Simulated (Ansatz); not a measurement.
# BH2+ (triplet): correlated methods under varied settings at angle H2–B1–H3 = 159.8°

Aim: run BH2+ (triplet) at one geometry under a spread of methods and options, and see what each costs and gives.

The runs use Ansatz 0.2.0, Gaussian basis; the settings change from run to run.

12 further runs of the same task are left out: 2 for a known fault of the program, 7 that didn't finish, 3 set aside as unsound or not needed.

### Step 1. What is computed

The geometry derives from a PBE0/def2-TZVP stationary point (not a proven minimum). One angle is set to the value named; bond lengths are kept.

3 atoms, charge 1, spin multiplicity 3.

Atoms are counted from 1 here; the program's logs count them from 0.

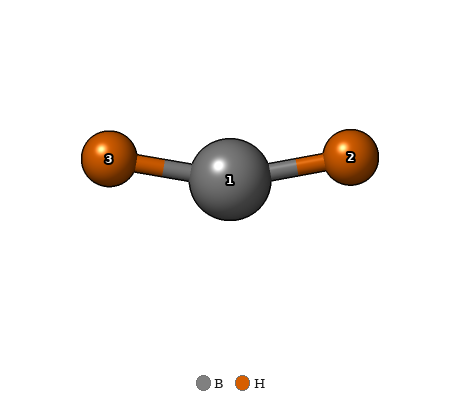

The structure; boron grey, hydrogen orange; atoms are numbered from 1 in the order of the file.

### Step 2. MP2 on ROHF/STO-3G

in.yaml reads:

```yaml
crystal:
  periodic: [false, false, false]
  atoms:
    - {symbol: B, position_ang: [0.000000, 0.000000, -0.035578]}
    - {symbol: H, position_ang: [0.000000, 1.270877, 0.190800]}
    - {symbol: H, position_ang: [0.000000, -1.270877, 0.190800]}
basis:
  gaussian: {orbitals: STO-3G}
total_charge: 1
magnetization: {spin_polarized: false, initial_magnetization: 2}
correlation: {method: mp2, electrons: outside_noble_gas}
```

Run with:

```console
$ ansatz run in.yaml --threads 1 --pin off --events-out ev --progress --plain --max-ram 2393MiB
```

Standard output:

```text
Functional definition: HF
  name "HF"
  cite "Fock, Z. Phys. 61, 126 (1930) doi:10.1007/BF01340294"
  parent pbe
  exchange = exact_x
  correlation = 0
84 factors; integrals over basis functions are off by at most 6.6e-6 eV
mean field evaluation 1: about -678.0903 eV, gradient 5.4e0 eV
mean field evaluation 2: about -678.0902 eV, gradient 5.4e0 eV
mean field evaluation 4: about -678.4212 eV, gradient 2.0e-1 eV
mean field evaluation 8: about -678.4215 eV, gradient 1.9e-5 eV
mean field evaluation 16: about -678.0046 eV, gradient 4.1e-6 eV
mean field evaluation 32: about -678.2142 eV, gradient 8.0e-1 eV
mean field -678.42152676 eV, -24.9315312579 hartree, gradient 9.5e-7 eV, S^2 2.000000; 8 other end points of the search recorded, 0 dependent functions left out
mean field evaluation 64: about -677.4150 eV, gradient 5.6e0 eV
1 core orbitals not correlated: weight in the atoms' cores, before any rotation towards them, 1.000 or more for the frozen orbitals, at most 0.000 for the correlated occupied ones
reference -678.42152676 eV, -24.9315312579 hartree; 3, 1 occupied and 3, 5 virtual orbitals, 84 factors
second order -0.62829069 eV of doubles, -0.03630082 eV of singles
Total energy: -679.08611827 eV, -24.9559545455 hartree
```

It took 0.06 s on 1 thread of Arm Neoverse V2, shared host.

### Step 3. CASCI(2,8)/def2-SVP

Changes to in.yaml since step 2:

```diff
@@ -7,5 +7,5 @@
 basis:
-  gaussian: {orbitals: STO-3G}
+  gaussian: {orbitals: def2-SVP}
 total_charge: 1
 magnetization: {spin_polarized: false, initial_magnetization: 2}
-correlation: {method: mp2, electrons: outside_noble_gas}
+correlation: {active_space: {window: {electrons: 2, orbitals: 8}, fixed_orbitals: true, states: [{multiplicity: 3, weights: [1, 1]}]}}
```

Launched as before.

Standard output:

```text
Functional definition: HF
  name "HF"
  cite "Fock, Z. Phys. 61, 126 (1930) doi:10.1007/BF01340294"
  parent pbe
  exchange = exact_x
  correlation = 0
400 factors; integrals over basis functions are off by at most 2.1e-7 eV
mean field evaluation 1: about -685.9530 eV, gradient 7.5e0 eV
mean field evaluation 2: about -685.9555 eV, gradient 7.5e0 eV
mean field evaluation 4: about -686.4132 eV, gradient 4.1e-1 eV
mean field evaluation 8: about -686.4168 eV, gradient 9.9e-4 eV
mean field evaluation 16: about -686.4620 eV, gradient 1.3e-5 eV
mean field evaluation 32: about -686.0789 eV, gradient 9.6e-5 eV
mean field evaluation 64: about -686.4590 eV, gradient 2.7e-1 eV
mean field -686.46202174 eV, -25.2270139983 hartree, gradient 2.5e-6 eV, S^2 2.000000; 12 other end points of the search recorded, 0 dependent functions left out
reference -686.46202174 eV, -25.2270139983 hartree; 4, 2 occupied and 20, 22 virtual orbitals, 400 factors
state -686.49817986 eV, -25.2283427846 hartree
state -685.17919329 eV, -25.1798709223 hartree
Total energy: -685.83868657 eV, -25.2041068535 hartree
```

Wall time 0.15 s (1 thread of Arm Neoverse V2, shared host).

From the report: 50 determinants; active occupations (of the averaged states) 1.00, 0.50, 0.50, 0.00, 0.00, 0.00, 0.00, 0.00.

### Step 4. NEVPT2(4,5)/aug-cc-pVDZ

in.yaml reads:

```yaml
crystal:
  periodic: [false, false, false]
  atoms:
    - {symbol: B, position_ang: [0.000000, 0.000000, -0.035578]}
    - {symbol: H, position_ang: [0.000000, 1.270877, 0.190800]}
    - {symbol: H, position_ang: [0.000000, -1.270877, 0.190800]}
basis:
  gaussian: {orbitals: aug-cc-pVDZ}
total_charge: 1
magnetization: {spin_polarized: false, initial_magnetization: 2}
correlation: {method: sc_nevpt2, electrons: all, active_space: {window: {electrons: 4, orbitals: 5}, states: [{multiplicity: 3, weights: [0.5, 1, 0.5]}], root: 2}}
```

The command is unchanged.

Standard output, cut to the lines that bear on the results:

```text
Functional definition: HF
  name "HF"
  cite "Fock, Z. Phys. 61, 126 (1930) doi:10.1007/BF01340294"
  parent pbe
[...]
646 factors; integrals over basis functions are off by at most 1.3e-7 eV
[...]
mean field -687.12587263 eV, -25.2514100685 hartree, gradient 6.6e-7 eV, S^2 2.000000; 12 other end points of the search recorded, 0 dependent functions left out
reference -687.08717811 eV, -25.2499880710 hartree; 4, 2 occupied and 37, 39 virtual orbitals, 646 factors
state -687.98793248 eV, -25.2830901836 hartree
state -687.66840506 eV, -25.2713477676 hartree
state -685.22570558 eV, -25.1815802172 hartree
state -687.98793248 eV, -25.2830901836 hartree; corrected -688.91014612 eV, -25.3169809097 hartree
state -687.66840506 eV, -25.2713477676 hartree; corrected -688.61163087 eV, -25.3060106766 hartree
state -685.22570558 eV, -25.1815802172 hartree; corrected -686.23866187 eV, -25.2188056745 hartree
Total energy: -686.23866187 eV, -25.2188056745 hartree
```

Run time: 0.64 s. Hardware: 1 thread of Arm Neoverse V2, shared host.

From the report: 24 determinants; active occupations (of the averaged states) 1.72, 1.22, 0.51, 0.50, 0.05.

### Step 5. CCSDT on UHF/def2-SVP

in.yaml reads:

```yaml
crystal:
  periodic: [false, false, false]
  atoms:
    - {symbol: B, position_ang: [0.000000, 0.000000, -0.035578]}
    - {symbol: H, position_ang: [0.000000, 1.270877, 0.190800]}
    - {symbol: H, position_ang: [0.000000, -1.270877, 0.190800]}
basis:
  gaussian: {orbitals: def2-SVP}
total_charge: 1
magnetization: {spin_polarized: true, initial_magnetization: 2}
correlation: {method: ccsdt, electrons: outside_noble_gas}
scf: {omitted_lower_state_checks: [cluster_reference]}
output: {forces: true}
```

Launched as before.

Standard output, cut to the lines that bear on the results:

```text
Functional definition: HF
  name "HF"
  cite "Fock, Z. Phys. 61, 126 (1930) doi:10.1007/BF01340294"
  parent pbe
[...]
400 factors; integrals over basis functions are off by at most 2.1e-7 eV
[...]
mean field -686.59866336 eV, -25.2320354853 hartree, gradient 1.9e-6 eV, S^2 2.024938; 8 other end points of the search recorded, 0 dependent functions left out
1 core orbitals not correlated: weight in the atoms' cores, before any rotation towards them, 1.000 or more for the frozen orbitals, at most 0.000 for the correlated occupied ones
reference -686.59866336 eV, -25.2320354853 hartree; 3, 1 occupied and 20, 22 virtual orbitals, 400 factors
second order -1.30408782 eV of doubles, -0.00000000 eV of singles
cycle   1  -1.63528087 eV  change   -3.3e-1 eV  update   5.5e-2
[...]
cycle  14  -1.89381218 eV  change   -3.9e-7 eV  update   1.7e-7
[...]
Total energy: -688.49247554 eV, -25.3016317992 hartree
Atom 0 at     0.000000     0.000000    -0.035578 Å, force    -0.000000    -0.000000    -2.511285 eV/Å
Atom 1 at     0.000000     1.270877     0.190800 Å, force     0.000000     0.497927     1.255642 eV/Å
Atom 2 at     0.000000    -1.270877     0.190800 Å, force    -0.000000    -0.497927     1.255642 eV/Å
Dipole moment:    -0.000000     0.000000     0.142969 e Å
Checks for a lower state left out: cluster_reference
```

Run time: 1.8 s. Hardware: 1 thread of Arm Neoverse V2, shared host.

From the report: ⟨S²⟩ of the determinant 2.025 (pure triplet: 2.00); correlation -1.8938 eV; T1 0.023; largest double amplitude 0.11.

### Step 6. CASCI(2,3)/def2-SVP

in.yaml reads:

```yaml
crystal:
  periodic: [false, false, false]
  atoms:
    - {symbol: B, position_ang: [0.000000, 0.000000, -0.035578]}
    - {symbol: H, position_ang: [0.000000, 1.270877, 0.190800]}
    - {symbol: H, position_ang: [0.000000, -1.270877, 0.190800]}
basis:
  gaussian: {orbitals: def2-SVP}
total_charge: 1
magnetization: {spin_polarized: false, initial_magnetization: 2}
correlation: {active_space: {window: {electrons: 2, orbitals: 3}, fixed_orbitals: true}}
accuracy: high
output: {forces: true}
```

Same command.

Standard output, cut to the lines that bear on the results:

```text
Functional definition: HF
  name "HF"
  cite "Fock, Z. Phys. 61, 126 (1930) doi:10.1007/BF01340294"
  parent pbe
[...]
456 factors; integrals over basis functions are off by at most 2.7e-9 eV
[...]
mean field -686.46202176 eV, -25.2270139990 hartree, gradient 3.0e-8 eV, S^2 2.000000; 12 other end points of the search recorded, 0 dependent functions left out
reference -686.46202176 eV, -25.2270139990 hartree; 4, 2 occupied and 20, 22 virtual orbitals, 456 factors
state -686.46202176 eV, -25.2270139990 hartree
[...]
WARN: the results are in doubt because the forces break the atoms' symmetry
Total energy: -686.46202176 eV, -25.2270139990 hartree
Atom 0 at     0.000000     0.000000    -0.035578 Å, force     0.000000    -3.482600    -2.584898 eV/Å
Atom 1 at     0.000000     1.270877     0.190800 Å, force    -0.000000     2.058108     1.602622 eV/Å
Atom 2 at     0.000000    -1.270877     0.190800 Å, force     0.000000     1.424492     0.982276 eV/Å
Dipole moment:    -0.000000     0.313173     0.140735 e Å
In doubt: the forces break the atoms' symmetry
```

Run time: 0.22 s. Hardware: 1 thread of Arm Neoverse V2, shared host.

From the report: 5 determinants; active occupations 1.00, 1.00, 0.00. With so small a space the active step adds no correlation: the energy is the mean field's. Mind the lines of doubt at the end of the log.

### Step 7. CCSDT(Q)/B on ROHF/aug-cc-pVDZ

in.yaml reads:

```yaml
crystal:
  periodic: [false, false, false]
  atoms:
    - {symbol: B, position_ang: [0.000000, 0.000000, -0.035578]}
    - {symbol: H, position_ang: [0.000000, 1.270877, 0.190800]}
    - {symbol: H, position_ang: [0.000000, -1.270877, 0.190800]}
basis:
  gaussian: {orbitals: aug-cc-pVDZ, fitting: {mean_field: def2-universal-jkfit}}
total_charge: 1
magnetization: {spin_polarized: false, initial_magnetization: 2}
correlation: {method: ccsdt_q_b, electrons: outside_noble_gas}
accuracy: high
```

The command is unchanged.

Standard output, cut to the lines that bear on the results:

```text
Functional definition: HF
  name "HF"
  cite "Fock, Z. Phys. 61, 126 (1930) doi:10.1007/BF01340294"
  parent pbe
[...]
111 factors; integrals over basis functions are off by at most 3.6e-1 eV
[...]
mean field -687.12580015 eV, -25.2514074047 hartree, gradient 2.2e-8 eV, S^2 2.000000; 15 other end points of the search recorded, 0 dependent functions left out
[...]
determinant -687.12580015 eV, -25.2514074047 hartree, with singles and doubles -689.13035597 eV, -25.3250734725 hartree
determinant -687.08715166 eV, -25.2499870992 hartree, with singles and doubles -689.18584496 eV, -25.3271126555 hartree
determinant -686.76863763 eV, -25.2382819243 hartree, with singles and doubles -688.84256698 eV, -25.3144974223 hartree
determinant -686.73707276 eV, -25.2371219370 hartree, with singles and doubles -688.84858807 eV, -25.3147186932 hartree
[...]
determinant -687.08715166 eV, -25.2499870992 hartree, with singles and doubles -689.16536954 eV, -25.3263601976 hartree
determinant -686.76863763 eV, -25.2382819243 hartree, with singles and doubles -688.84241715 eV, -25.3144919161 hartree
determinant -686.73707276 eV, -25.2371219370 hartree, with singles and doubles -688.84886554 eV, -25.3147288901 hartree
1 core orbitals not correlated: weight in the atoms' cores, before any rotation towards them, 1.000 or more for the frozen orbitals, at most 0.000 for the correlated occupied ones
reference -687.08715166 eV, -25.2499870992 hartree; 3, 1 occupied and 37, 39 virtual orbitals, 111 factors
second order -1.44637144 eV of doubles, -0.09923461 eV of singles
cycle   1  -1.85447811 eV  change   -3.9e-1 eV  update   5.6e-2
[...]
cycle  22  -2.13379274 eV  change  -3.7e-11 eV  update  2.5e-10
perturbative correction -0.00061536 eV, -0.0000226141 hartree
WARN: these amplitudes may be one of several solutions (largest doubles amplitude 0.09, level shift 1.49 eV)
Total energy: -689.22155976 eV, -25.3284251501 hartree
```

Wall time 5.5 s (1 thread of Arm Neoverse V2, shared host).

From the report: correlation -2.1344 eV; T1 0.023; largest double amplitude 0.09. The report flags that the cluster equations may have other roots.

### Step 8. All runs side by side

 † marks a result that the program doubts.

```tsv
level	correlated	functions	energy (eV)	time
MP2 on ROHF/STO-3G	outside noble gas	7	-679.0861	0.06 s
CASCI(2,8)/def2-SVP (mean of several states)		24	-685.8387	0.15 s
NEVPT2(4,5)/aug-cc-pVDZ (excited root 2 of an average)	all	41	-686.2387	0.64 s
CCSDT on UHF/def2-SVP	outside noble gas	24	-688.4925	1.8 s
CASCI(2,3)/def2-SVP †		24	-686.4620	0.22 s
CCSDT(Q)/B on ROHF/aug-cc-pVDZ †	outside noble gas	41	-689.2216	5.5 s
```

### Step 9. What came out

```
quantity                                    value
    runs                                        6
quickest               MP2 on ROHF/STO-3G, 0.06 s
 slowest  CCSDT(Q)/B on ROHF/aug-cc-pVDZ †, 5.5 s
```

Total energies in different bases, with other cores or another treatment of relativity can't be set against each other. CCSDT(Q)/B on ROHF/aug-cc-pVDZ † took 92 times as long as MP2 on ROHF/STO-3G; the jobs differ in more than the method.
